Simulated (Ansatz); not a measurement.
```xyz
8

O    -1.8550    0.5016    0.8569
C    -0.8061    0.2157    0.3714
C     0.5426    0.6413    0.0036
C     0.0228   -0.8034   -0.2685
H     0.6678    1.2997   -0.8497
H     1.2813    0.7706    0.7879
H    -0.1872   -1.0767   -1.2974
H     0.4262   -1.6061    0.3401
```

Geometry: PBE0-D4/def2-TZVP.

The calculation used RKS PBE0-D4/def2-TZVPP in Ansatz.

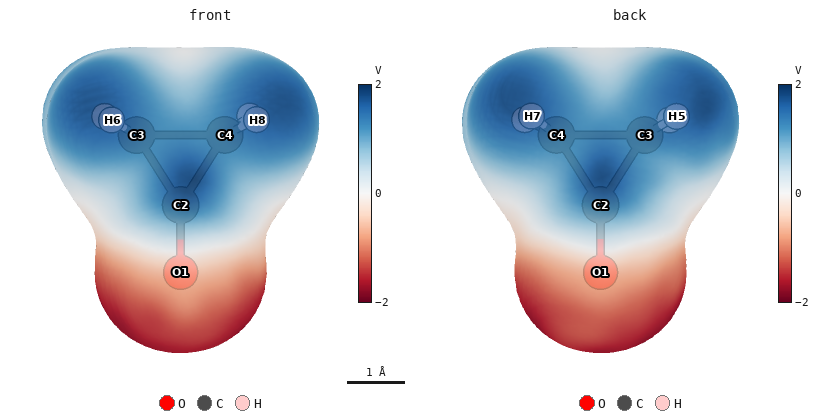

C3H4O. The molecular electrostatic potential painted on the density surface at 0.004 e/bohr³, seen from the front and from behind; the colour scale runs from red (negative) to blue (positive).

Which sites attract a positive test charge, and which a negative one?

A positive charge is drawn to the negative regions and a negative charge to the positive ones. The most negative region (about −1.8 V) lies over O1, the most positive (about +1.8 V) over the C and H atoms. O1 is the likeliest acceptor of a hydrogen bond.
